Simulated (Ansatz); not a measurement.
Geometry relaxation, with input and output: SiH₃OF₃ (part 2 of 2)

The same run, continued: SiH₃OF₃; RKS PBE0-D4/def2-TZVP (Ansatz 0.2.0). The geometry is a transition state displaced along its imaginary mode. The reaction was set up to form Si1–O7 and H2–H6 and to break Si1–H2 and H6–O7 (atoms counted from 1 in the order of the input); sticks are drawn by distance alone.

Geometry of the input (Å):
```
Si -0.5890  0.2216  -0.1624
H  -0.5751  -1.3202  -0.1911
F  -1.2141  0.3395  -1.6027
F  -1.4631  0.2434  1.1714
F  -0.0757  1.7751  -0.0399
H  0.8863  -1.0722  0.1527
O  1.1913  -0.2834  0.0138
H  1.8395  0.0959  0.6581
```

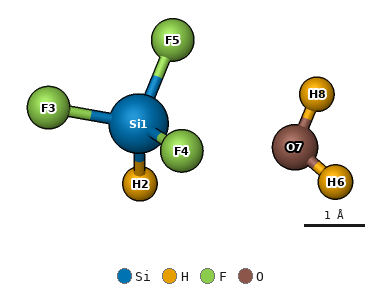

**Figure 1.** The geometry at step 14 of the log (ball-and-stick view, seen at a tilt; atoms are numbered from 1 in the order of the input).

Trajectory as extended XYZ, continued:
```
8
Properties=species:S:1:pos:R:3:forces:R:3 step=5 energy=-18120.90847
Si   -0.7364    0.2019   -0.2004   -0.2018   0.4544  -0.1058
H    -0.7071   -1.2522   -0.3402   -0.0365  -0.3094  -0.1276
F    -1.4878    0.5394   -1.5647   -0.0980   0.0707   0.0112
F    -1.6542    0.3244    1.0926   -0.0632   0.0311   0.1009
F     0.0545    1.6082   -0.0552   -0.0331  -0.2628  -0.0755
H     1.4200   -1.2867    0.4116   -0.0056   0.4044  -0.0847
O     1.2650   -0.3811    0.0998    0.5152  -0.1716   0.4037
H     1.8459    0.2459    0.5564   -0.0770  -0.2168  -0.1222
8
Properties=species:S:1:pos:R:3:forces:R:3 step=6 energy=-18121.02789
Si   -0.8102    0.2122   -0.2380   -0.4236   0.7897  -0.2836
H    -0.7131   -1.2376   -0.4230    0.1327   0.0117  -0.1264
F    -1.6646    0.6144   -1.5299    0.1289  -0.0778   0.2231
F    -1.7082    0.3451    1.0626    0.0371  -0.0621   0.1415
F     0.0876    1.5501   -0.1120   -0.2527  -0.4585  -0.1845
H     1.5548   -1.2900    0.5001    0.1291  -0.3350   0.1611
O     1.3459   -0.4256    0.1538    0.3516   0.3064   0.1759
H     1.9078    0.2312    0.5864   -0.1031  -0.1744  -0.1072
8
Properties=species:S:1:pos:R:3:forces:R:3 step=7 energy=-18121.15694
Si   -0.8862    0.2312   -0.2819   -0.6372   1.3152  -0.4801
H    -0.6977   -1.1918   -0.5088    0.2019  -0.0237  -0.1869
F    -1.8461    0.6852   -1.4917    0.4905  -0.2291   0.4479
F    -1.7465    0.3535    1.0388    0.1070  -0.1018   0.2338
F     0.1099    1.4986   -0.1831   -0.5183  -0.7068  -0.2678
H     1.6870   -1.3084    0.5967    0.1945  -0.5069   0.2451
O     1.4226   -0.4816    0.2097    0.3444   0.4943   0.1765
H     1.9571    0.2132    0.6202   -0.1826  -0.2413  -0.1684
8
Properties=species:S:1:pos:R:3:forces:R:3 step=8 energy=-18121.29321
Si   -0.9756    0.2596   -0.3284   -0.7010   1.5246  -0.6178
H    -0.6834   -1.1363   -0.6106    0.1595   0.0807  -0.1550
F    -2.0259    0.7550   -1.4604    0.8929  -0.4022   0.7139
F    -1.7744    0.3590    1.0314    0.2023  -0.1368   0.1213
F     0.1095    1.4529   -0.2671   -0.7723  -0.8508  -0.2658
H     1.8244   -1.3382    0.7031    0.1016  -0.1614   0.1030
O     1.5059   -0.5419    0.2787    0.3579   0.2572   0.2937
H     2.0194    0.1898    0.6533   -0.2409  -0.3113  -0.1934
8
Properties=species:S:1:pos:R:3:forces:R:3 step=9 energy=-18121.45803
Si   -1.0869    0.3393   -0.3806   -0.1647  -0.0442  -0.1333
H    -0.6075   -1.0040   -0.7399   -0.1483   0.3291   0.0089
F    -2.2002    0.7700   -1.4405    0.3431  -0.0869   0.5072
F    -1.7354    0.3334    1.0706    0.1736   0.0483  -0.4700
F     0.0089    1.4856   -0.4083   -0.2780  -0.2371  -0.0208
H     1.9256   -1.4137    0.8391   -0.0198   0.3725  -0.0796
O     1.5907   -0.6335    0.3787    0.1202  -0.1624   0.1791
H     2.1048    0.1228    0.6809   -0.0262  -0.2193   0.0086
8
Properties=species:S:1:pos:R:3:forces:R:3 step=10 energy=-18121.51841
Si   -1.0755    0.3302   -0.4367   -0.1018   0.0668   0.0332
H    -0.6395   -0.9653   -0.9335   -0.0163  -0.0061  -0.0527
F    -2.3063    0.8263   -1.3010    0.0759  -0.0407   0.0937
F    -1.5593    0.2610    1.0639    0.0460  -0.0329  -0.0804
F     0.0136    1.4661   -0.5410    0.0213  -0.0066  -0.0342
H     1.9373   -1.3787    0.9679   -0.0399  -0.0843   0.0328
O     1.5631   -0.6572    0.4592    0.0479   0.0407   0.0558
H     2.0667    0.1174    0.7211   -0.0330   0.0630  -0.0482
8
Properties=species:S:1:pos:R:3:forces:R:3 step=11 energy=-18121.54365
Si   -1.0321    0.3178   -0.4597   -0.1153  -0.1071   0.1268
H    -0.6377   -0.9383   -1.0862   -0.0105   0.0412  -0.0029
F    -2.3379    0.8479   -1.1821    0.0685  -0.0224   0.0760
F    -1.3919    0.1542    1.0697    0.0177   0.0032  -0.1613
F     0.0362    1.4674   -0.6013    0.0745   0.0558  -0.0315
H     1.8176   -1.3201    1.1160   -0.0710   0.1260  -0.0594
O     1.5107   -0.6577    0.4892    0.0160  -0.1193   0.0300
H     2.0351    0.1287    0.6545    0.0202   0.0226   0.0223
8
Properties=species:S:1:pos:R:3:forces:R:3 step=12 energy=-18121.52620 accepted=F
Si   -0.9998    0.3019   -0.4637   -0.1486  -0.0897   0.0270
H    -0.6369   -0.9299   -1.1647   -0.0340   0.1067   0.0697
F    -2.3420    0.8583   -1.1053    0.2069  -0.0820   0.1430
F    -1.2954    0.0855    1.0754    0.0209   0.0184  -0.2162
F     0.0613    1.4589   -0.6219    0.0042   0.0300  -0.0096
H     1.6755   -1.2522    1.2240   -0.2708   1.0127  -1.3233
O     1.5307   -0.6687    0.4297    0.2853  -0.8856   1.3291
H     2.0065    0.1460    0.6265   -0.0639  -0.1105  -0.0197
8
Properties=species:S:1:pos:R:3:forces:R:3 step=13 energy=-18121.55261
Si   -1.0153    0.3036   -0.4581    0.0254   0.0185  -0.0249
H    -0.6413   -0.9356   -1.1271   -0.0086   0.0071   0.0113
F    -2.3304    0.8601   -1.1403    0.0237  -0.0155   0.0371
F    -1.3543    0.1144    1.0691    0.0057  -0.0229  -0.0079
F     0.0591    1.4514   -0.6061   -0.0061   0.0024  -0.0076
H     1.7521   -1.2726    1.1667   -0.0593   0.0701  -0.0412
O     1.5069   -0.6581    0.4691    0.0404  -0.0539   0.0384
H     2.0233    0.1366    0.6267   -0.0213  -0.0058  -0.0052
8
Properties=species:S:1:pos:R:3:forces:R:3 step=14 energy=-18121.55772
Si   -0.9909    0.2980   -0.4557    0.0141  -0.0012  -0.0898
H    -0.6246   -0.9304   -1.1483   -0.0123   0.0132   0.0042
F    -2.3236    0.8543   -1.1032    0.0246  -0.0092   0.0293
F    -1.3058    0.0862    1.0734    0.0198  -0.0121   0.0389
F     0.0709    1.4573   -0.6142   -0.0116  -0.0134   0.0183
H     1.6731   -1.2329    1.2096   -0.1314   0.2816  -0.3952
O     1.5136   -0.6760    0.4315    0.1386  -0.2070   0.4363
H     1.9873    0.1433    0.6069   -0.0418  -0.0520  -0.0420
8
Properties=species:S:1:pos:R:3:forces:R:3 step=15 energy=-18121.56894
Si   -0.9584    0.2853   -0.4599    0.0566  -0.0014   0.0594
H    -0.6094   -0.9238   -1.1929   -0.0127   0.0031  -0.0107
F    -2.3200    0.8428   -1.0411   -0.0035  -0.0036   0.0006
F    -1.2203    0.0392    1.0776   -0.0044   0.0020  -0.0378
F     0.0831    1.4615   -0.6323   -0.0203  -0.0109   0.0025
H     1.5396   -1.1731    1.2417   -0.0288   0.0874  -0.0902
O     1.5000   -0.6724    0.4204    0.0168  -0.0624   0.0768
H     1.9854    0.1403    0.5865   -0.0037  -0.0143  -0.0005
8
Properties=species:S:1:pos:R:3:forces:R:3 step=16 energy=-18121.57213
Si   -0.9385    0.2785   -0.4544    0.0401  -0.0047   0.0415
H    -0.5973   -0.9221   -1.2050   -0.0032   0.0061  -0.0041
F    -2.3080    0.8328   -1.0204   -0.0175   0.0067  -0.0021
F    -1.1939    0.0198    1.0829    0.0019   0.0025  -0.0350
F     0.0904    1.4661   -0.6274   -0.0164  -0.0192   0.0074
H     1.4774   -1.1363    1.2501   -0.0241  -0.0209   0.0724
O     1.4878   -0.6741    0.4097    0.0111   0.0240  -0.0729
H     1.9822    0.1351    0.5645    0.0082   0.0056  -0.0073
8
Properties=species:S:1:pos:R:3:forces:R:3 step=17 energy=-18121.57502
Si   -0.9237    0.2708   -0.4535    0.0317   0.0157   0.0125
H    -0.5859   -0.9104   -1.2333   -0.0001  -0.0170  -0.0215
F    -2.3047    0.8290   -0.9884    0.0025  -0.0009   0.0068
F    -1.1590   -0.0232    1.0808   -0.0160   0.0058   0.0003
F     0.0956    1.4679   -0.6161   -0.0204  -0.0012   0.0051
H     1.3859   -1.0572    1.2820   -0.0422  -0.1097   0.2626
O     1.4877   -0.6892    0.4061    0.0228   0.0794  -0.2486
H     2.0041    0.1122    0.5223    0.0217   0.0278  -0.0172
8
Properties=species:S:1:pos:R:3:forces:R:3 step=18 energy=-18121.57600
Si   -0.9166    0.2663   -0.4509   -0.0201   0.0152   0.0091
H    -0.5756   -0.8969   -1.2585    0.0140   0.0047   0.0065
F    -2.2996    0.8275   -0.9789    0.0003  -0.0028   0.0010
F    -1.1625   -0.0566    1.0770    0.0146   0.0000  -0.0203
F     0.0914    1.4765   -0.5875    0.0008  -0.0214   0.0079
H     1.3482   -0.9887    1.3301    0.0681   0.1378  -0.3157
O     1.4791   -0.7079    0.4134    0.0410   0.0451   0.2846
H     2.0356    0.0795    0.4554   -0.1187  -0.1785   0.0268
8
Properties=species:S:1:pos:R:3:forces:R:3 step=19 energy=-18121.57778
Si   -0.9157    0.2670   -0.4481    0.0093  -0.0167  -0.0038
H    -0.5632   -0.8950   -1.2523   -0.0105   0.0076  -0.0072
F    -2.2974    0.8243   -0.9829   -0.0018   0.0003   0.0017
F    -1.1662   -0.0576    1.0780   -0.0061   0.0004   0.0050
F     0.0912    1.4782   -0.5785    0.0005   0.0099  -0.0017
H     1.3491   -0.9781    1.3279    0.0045   0.0241  -0.0600
O     1.4661   -0.7066    0.4122    0.0221   0.0015   0.0700
H     2.0360    0.0675    0.4437   -0.0182  -0.0272  -0.0041
8
Properties=species:S:1:pos:R:3:forces:R:3 step=20 energy=-18121.57827
Si   -0.9147    0.2649   -0.4498    0.0097   0.0041   0.0073
H    -0.5633   -0.8880   -1.2670   -0.0028  -0.0018  -0.0050
F    -2.2991    0.8259   -0.9733   -0.0018  -0.0013  -0.0004
F    -1.1595   -0.0741    1.0746   -0.0032   0.0029  -0.0056
F     0.0911    1.4781   -0.5731   -0.0059  -0.0030   0.0029
H     1.3291   -0.9431    1.3425    0.0030   0.0048  -0.0039
O     1.4700   -0.7165    0.4191    0.0013   0.0003   0.0054
H     2.0464    0.0526    0.4271   -0.0003  -0.0060  -0.0006
8
Properties=species:S:1:pos:R:3:forces:R:3 step=21 energy=-18121.57839
Si   -0.9171    0.2649   -0.4503    0.0056   0.0092   0.0151
H    -0.5603   -0.8806   -1.2756    0.0017  -0.0016  -0.0002
F    -2.3013    0.8261   -0.9738   -0.0035  -0.0002  -0.0032
F    -1.1664   -0.0854    1.0710    0.0048   0.0020  -0.0127
F     0.0861    1.4814   -0.5614   -0.0060  -0.0094   0.0021
H     1.3266   -0.9144    1.3589    0.0121   0.0162  -0.0495
O     1.4677   -0.7231    0.4266    0.0162   0.0231   0.0411
H     2.0647    0.0309    0.4046   -0.0309  -0.0393   0.0072
8
Properties=species:S:1:pos:R:3:forces:R:3 step=22 energy=-18121.57844
Si   -0.9163    0.2650   -0.4499    0.0002   0.0012   0.0066
H    -0.5588   -0.8797   -1.2760    0.0016  -0.0001  -0.0003
F    -2.3008    0.8255   -0.9738   -0.0023   0.0007  -0.0015
F    -1.1659   -0.0864    1.0708    0.0018   0.0022  -0.0056
F     0.0861    1.4822   -0.5598   -0.0011  -0.0056   0.0021
H     1.3263   -0.9107    1.3599    0.0022   0.0031  -0.0105
O     1.4666   -0.7247    0.4273    0.0014   0.0060   0.0079
H     2.0629    0.0287    0.4015   -0.0037  -0.0074   0.0013
8
Properties=species:S:1:pos:R:3:forces:R:3 step=23 energy=-18121.57845
Si   -0.9167    0.2650   -0.4496   -0.0003   0.0004   0.0000
H    -0.5580   -0.8793   -1.2758    0.0000  -0.0001  -0.0001
F    -2.3010    0.8251   -0.9745    0.0002  -0.0003   0.0000
F    -1.1669   -0.0867    1.0708   -0.0002  -0.0002   0.0002
F     0.0855    1.4823   -0.5584    0.0002   0.0001   0.0001
H     1.3263   -0.9090    1.3602    0.0001   0.0003   0.0001
O     1.4654   -0.7241    0.4274   -0.0002   0.0000  -0.0002
H     2.0653    0.0263    0.4001    0.0003  -0.0002   0.0000
```

Results in brief:

```tsv
quantity	value
outcome	converged
total energy	−18121.5785 eV
mean-field energy	−18121.4727 eV
dispersion energy	−0.1058 eV
SCF solution under orbital rotations	stable
largest force (length of the vector) at the end	0.001 eV/Å
dipole moment	2.52 D
hardware	4 threads of Arm Neoverse V1, 23 GiB of memory available, shared host
wall time	46 s (CPU time 2.8 min)
peak memory	0.39 GiB
```
